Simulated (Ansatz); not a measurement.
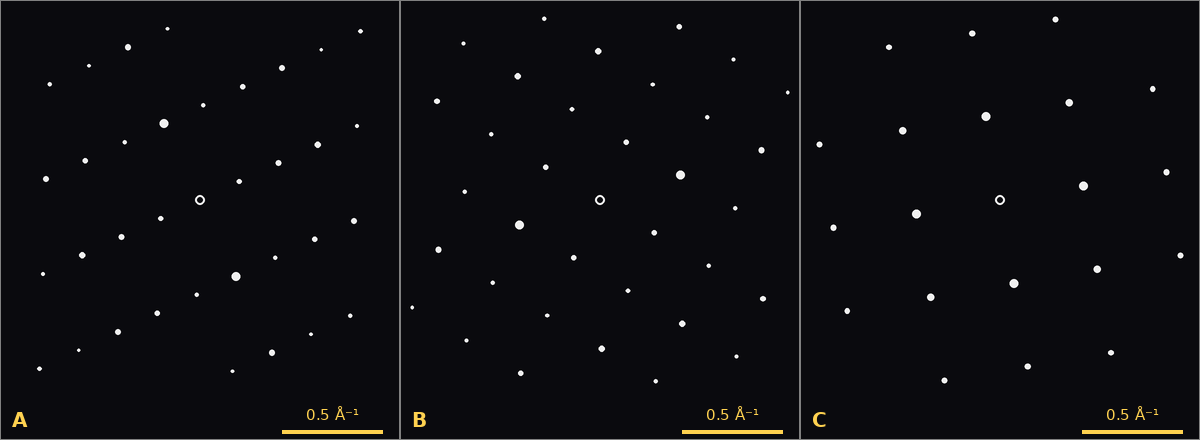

Kinematic zone-axis patterns, calculated for 120 keV electrons with B = 0.5 Å².

All three come from ZrSiW, space group I4mm (No. 107), a = 3.350 Å, c = 9.214 Å. Structure: the end point of a relaxation with Ansatz 0.2.0, DFT PBE, scalar-relativistic, plane waves, PAW; the starting structure was generated, so it need not be a known form of this composition.

Assign the zone axes [001], [110], [111] to A, B and C.

Answer. A is [110]: rectangular net of 0 0 2 at d = 4.61 Å and 1 -1 0 at d = 2.37 Å, at 90.0°. B is [111]: centred rectangular net of -1 0 1 at d = 3.15 Å and 0 -1 1 at d = 3.15 Å, at 83.3°. C is [001]: square net of 1 -1 0 at d = 2.37 Å and 1 1 0 at d = 2.37 Å, at 90.0°.
